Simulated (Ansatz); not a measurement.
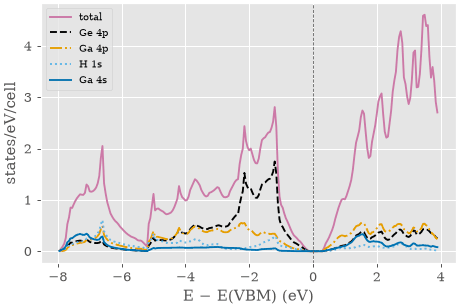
Total and projected density of states of CaGaGeH in space group P3m1 (No. 156; Ca on 1b, Ga on 1a, Ge on 1c, H on 1a), plane-wave PAW PBEsol (Ansatz code)

**Question.** Which orbitals carry the states next to the gap?

**Answer.** Top 1 eV of the valence band: Ge 4p 56 %, Ga 4p 18 %, H 1s 14 %, outside the projected shells 8 %. Bottom 1 eV of the conduction band: Ga 4p 29 %, Ge 4p 11 %, Ga 4s 10 %, Ge 4s 9 %, outside the projected shells 31 %. Projections are on Löwdin-orthogonalised atomic valence shells; empty p or d shells of many metals are not among them.

**Question.** Where is the tallest occupied peak in this window, and what makes it?

**Answer.** Near -1.2 eV, about 2.8 states/eV per cell; the largest projected share is Ge 4p.

The workflow started from a Materials Project entry (that database holds measured and hypothetical structures alike); the Crystallography Open Database files this formula in space group No. 156, but the cells were not matched. Its standing as an ambient phase is unchecked. The cell was relaxed with PBEsol under the symmetry of its start; its stability against distortions is not shown here. Scalar-relativistic: spin–orbit coupling is off unless named, which matters more the heavier the elements.

Potentials: the later of the program's two PAW sets.
